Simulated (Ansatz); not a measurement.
# Li2AgO2, from a guessed structure to a relaxed one, part 2 of 2

Starting from a made-up structure for Li2AgO2, the aim is the relaxed cell, its shortest contacts and, where a second run follows, its electronic structure.

Ansatz 0.2.0; DFT, PBEsol, plane-wave PAW, files of the set soft_1, scalar-relativistic, no spin, cell and ions relaxed at zero pressure; PAW set soft_1 (the session's first sound run).

So far: Set-up; Relaxing cell and atoms.

## 3. Electronic structure of the relaxed cell

A second self-consistent run takes a narrower smearing and the mesh shown in its input; the bands follow along the standard path of the relaxed lattice.

This step: DFT, PBEsol, plane-wave PAW, files of the set soft_1, scalar-relativistic, no spin, bands and density of states at the relaxed cell; PAW set soft_1 (Ansatz 0.2.0).

input.yaml

```yaml
crystal:
  lattice:
    - [3.1439118227, -1.4830435582, -0.0405701815]
    - [3.1439118227, 1.4830435582, -0.0405701815]
    - [-1.1247220935, 0.0, 5.554023599]
  atoms:
    - { symbol: Ag, position: [0.5, 0.5, 0.0] }
    - { symbol: O, position: [0.888451608, 0.888451608, 0.721267208] }
    - { symbol: O, position: [0.111548392, 0.111548392, 0.278732792] }
    - { symbol: Li, position: [0.8284646466, 0.8284646466, 0.3624504239] }
    - { symbol: Li, position: [0.1715353534, 0.1715353534, 0.6375495761] }
kpoints:
  mp_grid: { grid: [12, 12, 6] }
  band_path:
    path:
      - [[0.0, 0.0, 0.0], [-0.5, -0.5, 1.0], [-0.33835778, -0.33835778, 1.24825869], [-0.5, -0.5, 0.5], [-0.29457728, -0.70542272, 0.5]]
      - [[0.29457728, -0.29457728, -0.5], [0.0, 0.0, -0.5], [-0.66164222, -0.66164222, -0.24825869]]
      - [[-0.5, -0.5, 1.0], [-0.35262617, -0.64737383, 1.0]]
      - [[0.35262617, -0.35262617, 0.0], [0.0, 0.0, 0.0], [0.0, -0.5, 0.5]]
      - [[0.0, -0.5, 0.0], [0.0, 0.0, 0.0]]
    npoints: 8
scf:
  occupations: { method: fermi_dirac, width: 0.03 }
  n_extra_bands: 9
hamiltonian:
  xc: pbesol
  pseudopotentials: { kind: paw, azcp: { folder: soft_1 }, xc_functional: pbe }
output:
  forces: true
  stress: true
  write_bands: true
  dos: { projected: true }
  write_density: true
  write_potential: true
  elf: true
  volumetric_format: npy
```

Command:

```
$ ansatz run input.yaml --threads 4 --pin off --max-ram 8192MiB --backend cpu --events-out ev --progress --plain --runs-dir out
```

Numbers of over 12 decimals in the logs are rounded to 6 here.

Log:

```text
[...]
Crystal: 5 atoms, lattice volume = 51.657 Å³
Basis set: ecut = 420 eV, 993 PW (Γ), exchange–correlation on 48×48×80 points (8 copies of the dense FFT grid, shifted against one another)
Bands: 28, of which v1, the nominal top of the filled ones, is band 19 counted from 1 (18 counted from 0)
Symmetry: 4 space group operations
[...]
k-points: 242 of 864
[...]
SCF iter   1: F=—  HF=-9051.037830 eV  |F-HF|=—  |Δ(HF+E_count)|=         —  Δρ=8.15e-2  dr2=2.20e0  ethr=3.10e-3  ⟨swp⟩=5.1  Hψ=29032  notcnv=0
[...]
SCF iter   9: F=-9050.595464 eV  HF=-9050.595464 eV  |F-HF|=2.13e-8  |Δ(HF+E_count)|=   2.12e-7  Δρ=8.74e-6  dr2=9.27e-8  ethr=2.70e-10  ⟨swp⟩=10.7  Hψ=44347  notcnv=0
SCF 1 converged in 9 iterations: F = -9050.595464 eV  dr2 = 9.27e-8
[...]
NSCF: frozen V_eff on 85 k-points
SCF converged after 9 iterations
Free energy (F): -9050.595464 eV
[...]
Internal energy: -9050.586119 eV  (E = F + TS)
E sigma→0 (E₀):  -9050.590792 eV
Entropy (-TS):   -0.009345 eV (-1.869 meV/atom)
Fermi energy:    8.211264 eV
[...]
--- Forces (eV/Å), atoms counted from 1 ---
  atom   1  Ag    -0.00000000     0.00000000     0.00000000
  atom   2  O      0.00727533     0.00000000     0.00182692
  atom   3  O     -0.00727533    -0.00000000    -0.00182692
  atom   4  Li     0.00367672    -0.00000000     0.00181667
  atom   5  Li    -0.00367672     0.00000000    -0.00181667
  max |Σ_I F_I| component: 0.00e0 eV/Å
--- Stress (GPa, compression-positive) ---
        0.027736       0.000000       0.007211
        0.000000      -0.084446       0.000000
        0.007205       0.000000       0.013587
  P = ⅓ Tr σ = -0.0144 GPa (-0.144 kbar)
--- Band table (eV; the first three rows and the last of 242) ---
  k-point 0: bands = [... 15 lower, 6.0010, 6.4113, 6.4926, 8.3690, 10.1131, 14.4334, 16.3406, 19.3250, ... 5 higher]
  k-point 1: bands = [... 15 lower, 5.8455, 6.3674, 6.6270, 8.4167, 10.3794, 14.0955, 16.5982, 19.4666, ... 5 higher]
  k-point 2: bands = [... 15 lower, 5.6296, 6.2846, 6.8002, 8.5075, 10.9305, 13.4892, 16.9874, 19.7505, ... 5 higher]
  k-point 241: bands = [... 15 lower, 5.9332, 6.2462, 6.9585, 8.1678, 11.2040, 13.5948, 15.0440, 19.4197, ... 5 higher]
```

Elapsed: 6.8 s, on 4 threads of Arm Neoverse V2, shared host; peak memory 0.53 GiB; 26 s of CPU time.

In the SCF lines HF is the Harris–Foulkes energy and dr2 the Hartree energy of the density residual, in eV; the loop may stop once dr2 is under the threshold and the program's other checks hold. Hψ counts applications of the Hamiltonian.

This step gave:

```yaml
free_energy: -9050.5955 eV
energy_at_zero_smearing: -9050.5908 eV
smearing_term_ts: 0.009345 eV
fermi_energy: 8.211 eV
pressure: -0.01437 GPa
```

From bands.tsv, the bands that come nearest the Fermi level along the path, at its corners, in eV from the Fermi level:

```
point  band 15  band 16  band 17  band 18  band 19  band 20  band 21  band 22
    Γ    -2.25    -2.21    -1.80    -1.72     0.16     1.90     6.22     8.13
    Y    -3.23    -2.33    -1.95    -1.81     0.31     3.70     5.36     8.68
    F    -2.58    -2.33    -1.98    -1.57     0.06     3.22     5.66     7.24
    L    -2.53    -2.28    -1.97    -1.25    -0.04     2.99     5.38     6.83
    I    -2.95    -2.14    -2.03    -1.69     0.19     5.34     5.97     7.51
   I1    -2.95    -2.14    -2.03    -1.69     0.19     5.34     5.97     7.51
    Z    -3.06    -2.67    -1.97    -1.34     0.34     3.04     4.95     8.94
   F1    -2.58    -2.33    -1.98    -1.57     0.06     3.22     5.66     7.24
    Y    -3.23    -2.33    -1.95    -1.81     0.31     3.70     5.36     8.68
   X1    -2.65    -2.14    -2.09    -1.67    -0.39     4.80     6.97     7.44
    X    -2.65    -2.14    -2.09    -1.67    -0.39     4.80     6.97     7.44
    Γ    -2.25    -2.21    -1.80    -1.72     0.16     1.90     6.22     8.13
    N    -3.20    -2.32    -1.92    -1.85     0.06     4.23     6.06     7.90
    M    -3.21    -2.82    -2.10    -1.37     0.26     4.95     5.98     6.90
    Γ    -2.25    -2.21    -1.80    -1.72     0.16     1.90     6.22     8.13
```

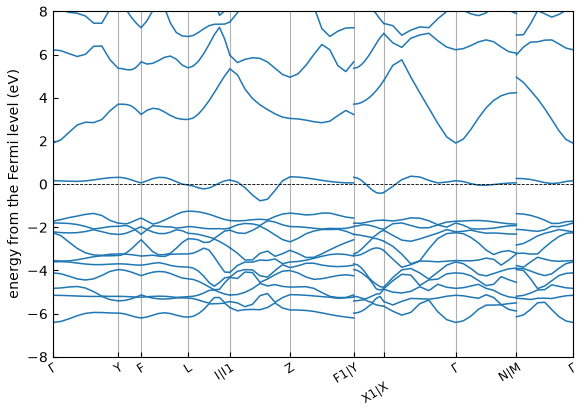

Bands along the path. 8 bands lie wholly below the window drawn.

States per cell as run, both spins, in windows of 1 eV, from dos.tsv (zero at the Fermi level):

```csv
from,to,total
-8,-7,0.00
-7,-6,0.33
-6,-5,4.61
-5,-4,4.27
-4,-3,3.66
-3,-2,3.68
-2,-1,3.44
-1,0,1.04
0,1,0.96
1,2,0.00
2,3,0.28
3,4,0.90
4,5,0.69
5,6,0.55
```

Below -8 eV lie 16.0 more states.

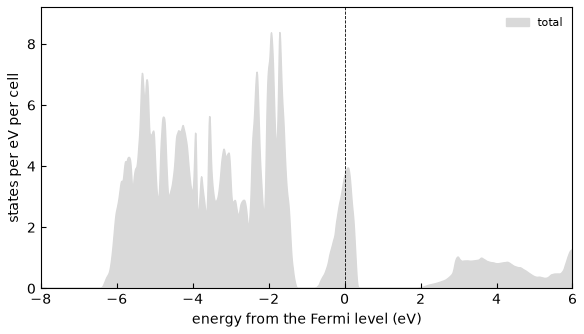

Total density of states, smoothed over about 0.04 eV.

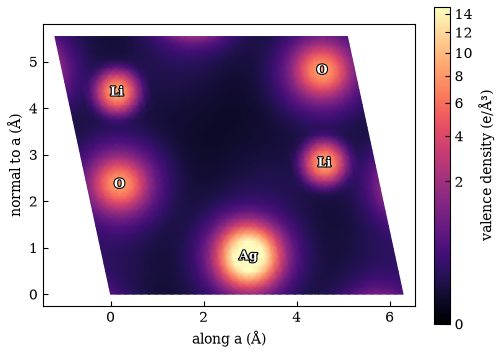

Valence density in the ac plane of the conventional cell at fractional y = 0.000, with atoms of Ag and O and Li within 0.2 Å of it. It is the smooth field of the valence electrons, not physical close to the nuclei. The map starts off the cell's origin, so that atoms lie inside it. The colour scale is stretched toward low values.

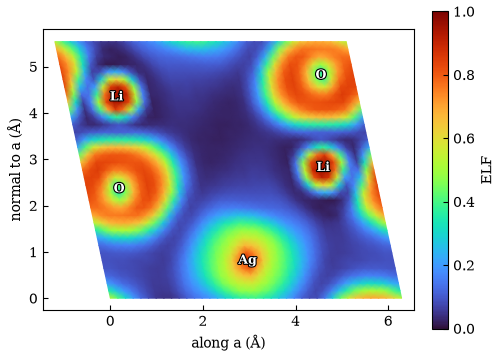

ELF in the ac plane of the conventional cell at fractional y = 0.000, with atoms of Ag and O and Li within 0.2 Å of it. It is the smooth field of the valence electrons, not physical close to the nuclei. The map starts off the cell's origin, so that atoms lie inside it.

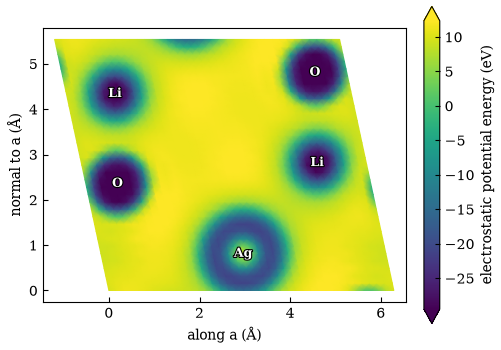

Electrostatic potential energy in the ac plane of the conventional cell at fractional y = 0.000, with atoms of Ag and O and Li within 0.2 Å of it. With pseudopotentials it is smooth inside the atoms' cores, unlike the true potential. The map starts off the cell's origin, so that atoms lie inside it.

## 4. Results

| Quantity | Value |
| --- | --- |
| space group, relaxed | C2/m |
| conventional cell | a = 6.288, b = 2.966, c = 5.667 Å; α = 90.0°, β = 102.2°, γ = 90.0° |
| volume per atom | 10.33 Å³ (guess 11.33) |

**Reading.** Li2AgO2 relaxes to C2/m with a = 6.288, b = 2.966 and c = 5.667 Å. The guessed volume was 10 % too large. The space group C2/m was held in the relaxation, so the end point is a stationary structure within it and may be a saddle against distortions or other arrangements. Bands cross the Fermi level, so it is a metal or semimetal at this level. The electron count is odd, which forces that without spin polarisation or a larger cell. On the 12×12×6 mesh with the narrower smearing (relaxed on 10×10×5) the largest force component is 0.007 eV/Å and the largest stress component is 0.084 GPa, against the relaxation's thresholds of 0.015 eV/Å and 0.05 GPa. The cutoff wasn't tested. No dispersion term is used, so weakly bound directions may come out too long. The runs have no spin, and magnetism wasn't tested. Nothing here tests whether the compound is stable against decomposition.

[Logs are printed without paths, hosts, clocks, repeated set-up lines and the standing remarks that a program may print on its own settings, such as how far it seeks lower states.]

[Hosts, paths, dates, database ids (printed as entryN), source tags and the programs' standing remarks are cut or masked in the printed files.]
